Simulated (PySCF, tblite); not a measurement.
**C₅H₈N₂OSi: geometry, infrared bands and NMR shifts**

Wanted: the infrared bands and NMR shifts of C₅H₈N₂OSi (`N#C[C@H]1C[Si@@H](NC=O)C1`), by calculation.

Computed with tblite 0.8.0 and PySCF 2.14.0, with density-fitted response routines of our own, on a single molecule in the gas phase. Atoms count from 0, in the outputs and in this text.

### 1 Starting geometry

17 atoms, charge 0, multiplicity 1; geometry from: force field or distance geometry start.

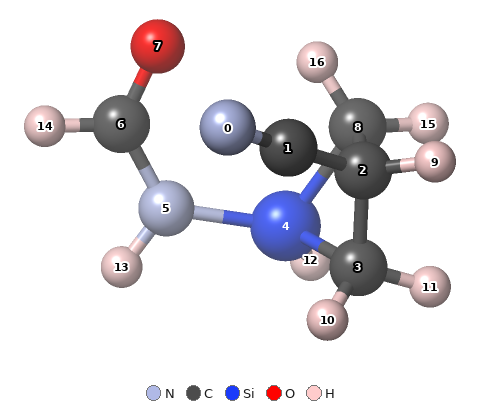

As it starts; nitrogen light blue, carbon dark grey, silicon blue, oxygen red, hydrogen pink, atoms numbered.

### 2 Optimising the geometry with GFN2-xTB

What the job is given:

```
{"job": {"kind": "relax", "xc": "GFN2-xTB", "basis": "xTB"}, "charge": 0, "multiplicity": 1}
N     -0.101800     0.767500     2.647600
C     -0.504400     0.043800     1.811600
C     -0.974000    -0.864300     0.789800
C     -1.686400    -0.199400    -0.366800
Si    -0.102400     0.050000    -1.230900
N      0.946800     1.379900    -0.776600
C      2.049700     1.340700     0.106000
O      2.483400     0.351100     0.723300
C      0.074700    -1.426400    -0.110700
H     -1.668000    -1.677800     1.199700
H     -2.247900     0.712800    -0.099900
H     -2.323200    -0.975700    -0.880300
H     -0.104500    -0.281600    -2.669000
H      0.749200     2.334900    -1.208700
H      2.592100     2.290800     0.289800
H     -0.280800    -2.379900    -0.546900
H      1.090400    -1.454300     0.312100
```

On the command line:

```
$ OMP_NUM_THREADS=1 python probes_run.py task.json out
```

The driver reads the jobs from task.json and runs them one after another.

**Question.** This job is followed by: GFN2-xTB harmonic vibrations, gas phase; GIAO PBE0/pcSseg-1 NMR shielding, non-relativistic, gas phase. What will the session give for the following? strongest single infrared mode (GFN2-xTB); zero-point energy (GFN2-xTB); ¹³C shifts against TMS (PBE0/pcSseg-1, means over atoms taken as alike); ¹H shifts against TMS (PBE0/pcSseg-1, means over atoms taken as alike); ¹⁵N shifts against NH3 (PBE0/pcSseg-1); ²⁹Si shifts against TMS (PBE0/pcSseg-1); ¹⁷O shifts against H2O (PBE0/pcSseg-1); surface potential, least and greatest.

As calculated:

| quantity | value |
| --- | --- |
| strongest single infrared mode (GFN2-xTB) | 1695 cm⁻¹, 429 km/mol |
| zero-point energy (GFN2-xTB) | 77.9 kcal/mol |
| ¹³C shifts against TMS (PBE0/pcSseg-1, means over atoms taken as alike) | 171.5, 129.3, 27.3, 16.6 ppm |
| ¹H shifts against TMS (PBE0/pcSseg-1, means over atoms taken as alike) | 8.34, 5.46, 5.18, 2.74, 2.06, 1.97 ppm |
| ¹⁵N shifts against NH3 (PBE0/pcSseg-1) | 295.9, 141.0 ppm |
| ²⁹Si shifts against TMS (PBE0/pcSseg-1) | -28.4 ppm |
| ¹⁷O shifts against H2O (PBE0/pcSseg-1) | 434.7 ppm |
| surface potential, least and greatest | -1.88 V and 2.36 V |

In words: The optimisation took 166 steps and gained 1.322 eV; among the close pairs (by a distance rule), C3–Si4 changed most, from 1.822 to 1.912 Å. All 45 modes are real, so the xTB geometry is a minimum. The strongest single mode, at 1695 cm⁻¹, moves mainly C6 and O7. GFN2-xTB is a fitted tight-binding method: band positions and strengths are rough. Its intensities can rank the bands wrongly. At PBE0/pcSseg-1: Shielding is most anisotropic at O7 (span 620 ppm, paramagnetic term -503 ppm). At PBE0/pcSseg-1, counted by nearest atom on the grid, the HOMO lies on O7 33 %; C8 17 %, the LUMO on C6 37 %; O7 22 %.
